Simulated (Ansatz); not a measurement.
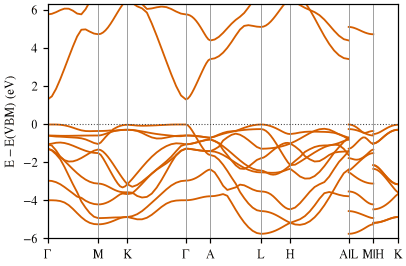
*Band structure from DFT-r²SCAN in the program Ansatz with PAW potentials*

The gap is 1.30 eV; an edge lies off the plotted path or next to a special point (maximum off the standard path, minimum at Γ).

The material is In2O3 (La2O3 or Ni2Al3 type, space group No. 164).

Space group P-3m1 (La2O3 or Ni2Al3 type). A made-up cell: these elements were put on the sites of a structure type; neither database checked (COD, Materials Project) lists it. It is not the phase usual at ambient conditions (space group No. 206). The r²SCAN relaxation kept the symmetry of its start. At this level the phase is mechanically unstable. Spin–orbit coupling is left out wherever it is not named.

Potentials: the later of the program's two PAW sets.
